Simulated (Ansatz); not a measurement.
**RuC+ (doublet): correlated methods under varied settings**

Aim: run RuC+ (doublet) at one geometry under a spread of methods and options, and see what each costs and gives.

Computed with Ansatz 0.2.0, Gaussian basis. Level: the settings change from run to run.

17 further runs of the same task are left out: 5 for a known fault of the program, 2 that didn't finish, 10 set aside as unsound or not needed.

### 1 The geometry

The geometry is a PBE0/def2-TZVP stationary point (not a proven minimum) of the parent state, kept for this charge and spin. No spin-orbit coupling is included. Elements past krypton take def2 core potentials.

2 atoms, charge 1, spin multiplicity 2.

Atoms are counted from 1 here; the program's logs count them from 0.

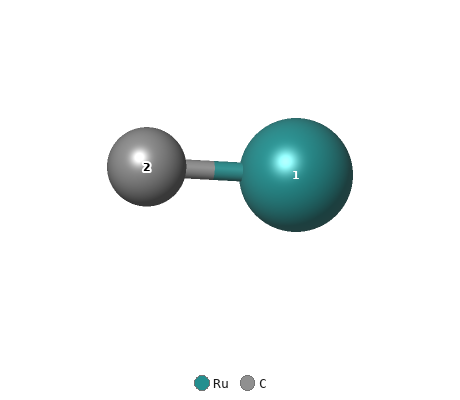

The geometry (ruthenium teal, carbon grey); atoms are numbered from 1 in the order of the file.

### 2 CASSCF(5,5)/def2-SVP

The input, in.yaml:

```yaml
crystal:
  periodic: [false, false, false]
  atoms:
    - {symbol: Ru, position_ang: [0.000000, 0.000000, 0.000000]}
    - {symbol: C, position_ang: [0.000000, 0.000000, 1.605400]}
basis:
  gaussian: {orbitals: def2-SVP}
total_charge: 1
magnetization: {spin_polarized: false, initial_magnetization: 1}
correlation: {active_space: {window: {electrons: 5, orbitals: 5}}}
accuracy: high
scf: {lower_state_search: off}
```

On the command line:

```
> ansatz run in.yaml --threads 1 --pin off --events-out ev --progress --plain --max-ram 2393MiB
```

The program printed:

```text
Functional definition: HF
  name "HF"
  cite "Fock, Z. Phys. 61, 126 (1930) doi:10.1007/BF01340294"
  parent pbe
  exchange = exact_x
  correlation = 0
these checks for a lower state are left out or cut short: stability, starts, cluster_reference, orbital_swaps, neighbouring_geometries, increment
895 factors; integrals over basis functions are off by at most 3.4e-9 eV
mean field evaluation 1: about -3571.1856 eV, gradient 5.7e1 eV
mean field evaluation 2: about -3571.3160 eV, gradient 5.7e1 eV
mean field evaluation 4: about -3578.5997 eV, gradient 1.2e1 eV
mean field evaluation 8: about -3579.0149 eV, gradient 9.9e-1 eV
mean field evaluation 16: about -3579.0359 eV, gradient 2.0e-5 eV
mean field -3579.03592855 eV, -131.5271444166 hartree, gradient 1.4e-8 eV, S^2 0.750000; 0 other end points of the search recorded, 0 dependent functions left out
reference -3579.03592855 eV, -131.5271444166 hartree; 11, 10 occupied and 34, 35 virtual orbitals, 895 factors
state -3581.58304723 eV, -131.6207493014 hartree
Total energy: -3581.58304723 eV, -131.6207493014 hartree
Checks for a lower state left out: stability, starts, cluster_reference, orbital_swaps, neighbouring_geometries, increment
```

It took 2.1 s on 1 thread of Arm Neoverse V1, shared host.

From the report: 100 determinants; active occupations 1.90, 1.90, 1.00, 0.10, 0.10.

### 3 MP2 on ROHF/def2-SVP

The input, in.yaml:

```yaml
crystal:
  periodic: [false, false, false]
  atoms:
    - {symbol: Ru, position_ang: [0.000000, 0.000000, 0.000000]}
    - {symbol: C, position_ang: [0.000000, 0.000000, 1.605400]}
basis:
  gaussian: {orbitals: def2-SVP, point_charges: [{charge: -0.50, position_ang: [4.875, 0.899, -0.649]}]}
total_charge: 1
magnetization: {spin_polarized: false, initial_magnetization: 1}
hamiltonian: {pseudopotentials: {relativity: none}}
correlation: {method: mp2, electrons: outside_noble_gas}
output: {forces: true}
```

The command is unchanged.

The program printed (excerpt; [...] marks lines left out):

```text
Functional definition: HF
  name "HF"
  cite "Fock, Z. Phys. 61, 126 (1930) doi:10.1007/BF01340294"
  parent pbe
[...]
480 factors; integrals over basis functions are off by at most 9.9e-4 eV
[...]
mean field -3580.49258095 eV, -131.5806754050 hartree, gradient 3.7e-10 eV, S^2 0.750000; 6 other end points of the search recorded, 0 dependent functions left out
[...]
unrestricted determinant -3581.24779454 eV, -131.6084289925 hartree, S^2 1.7814
5 core orbitals not correlated: weight in the atoms' cores, before any rotation towards them, 0.994 or more for the frozen orbitals, at most 0.004 for the correlated occupied ones
reference -3580.49258095 eV, -131.5806754050 hartree; 6, 5 occupied and 34, 35 virtual orbitals, 480 factors
second order -10.36200707 eV of doubles, -0.01427365 eV of singles
[...]
Total energy: -3590.86886168 eV, -131.9619966883 hartree
Atom 0 at     0.000000     0.000000     0.000000 Å, force     0.364021     0.067129    -1.136444 eV/Å
Atom 1 at     0.000000     0.000000     1.605400 Å, force    -0.071344    -0.013157     1.120975 eV/Å
Dipole moment:     0.043093     0.007947    -0.549482 e Å
```

Wall time 2 s (1 thread of Arm Neoverse V1, shared host).

### 4 CISD/def2-SVP

The input, in.yaml:

```yaml
crystal:
  periodic: [false, false, false]
  atoms:
    - {symbol: Ru, position_ang: [0.000000, 0.000000, 0.000000]}
    - {symbol: C, position_ang: [0.000000, 0.000000, 1.605400]}
basis:
  gaussian: {orbitals: def2-SVP}
total_charge: 1
magnetization: {spin_polarized: false, initial_magnetization: 1}
correlation: {active_space: {ras: {orbitals: [5, 1, 34], electrons: 11, max_holes: 2, max_particles: 2}, fixed_orbitals: true}}
scf: {lower_state_search: off}
output: {forces: true}
```

Same command.

The program printed (excerpt; [...] marks lines left out):

```text
Functional definition: HF
  name "HF"
  cite "Fock, Z. Phys. 61, 126 (1930) doi:10.1007/BF01340294"
  parent pbe
[...]
480 factors; integrals over basis functions are off by at most 9.9e-4 eV
[...]
mean field -3579.03588773 eV, -131.5271429165 hartree, gradient 1.9e-6 eV, S^2 0.750000; 0 other end points of the search recorded, 0 dependent functions left out
reference -3579.03588773 eV, -131.5271429165 hartree; 11, 10 occupied and 34, 35 virtual orbitals, 480 factors
state -3587.36876154 eV, -131.8333703806 hartree
[...]
Total energy: -3587.36876154 eV, -131.8333703806 hartree
Atom 0 at     0.000000     0.000000     0.000000 Å, force     0.000000    -0.000000     1.957841 eV/Å
Atom 1 at     0.000000     0.000000     1.605400 Å, force    -0.000000     0.000000    -1.957841 eV/Å
Dipole moment:     0.000000    -0.000000    -0.478386 e Å
Checks for a lower state left out: starts, cluster_reference, orbital_swaps, neighbouring_geometries, increment
```

It took 6 s on 1 thread of Arm Neoverse V1, shared host.

From the report: 19,849 determinants.

### 5 The runs in one table

| level | correlated | functions | energy (eV) | time |
| --- | --- | --- | --- | --- |
| CASSCF(5,5)/def2-SVP |  | 45 | -3581.5830 | 2.1 s |
| MP2 on ROHF/def2-SVP (beside a point charge) | outside noble gas | 45 | -3590.8689 | 2 s |
| CISD/def2-SVP | outside noble gas | 45 | -3587.3688 | 6 s |

### 6 Summary of results

| quantity | value |
| --- | --- |
| runs | 3 |
| quickest | MP2 on ROHF/def2-SVP (beside a point charge), 2 s |
| slowest | CISD/def2-SVP, 6 s |

What this shows: Total energies in different bases, with other cores or another treatment of relativity can't be set against each other. CISD/def2-SVP took 3 times as long as MP2 on ROHF/def2-SVP (beside a point charge); the jobs differ in more than the method.
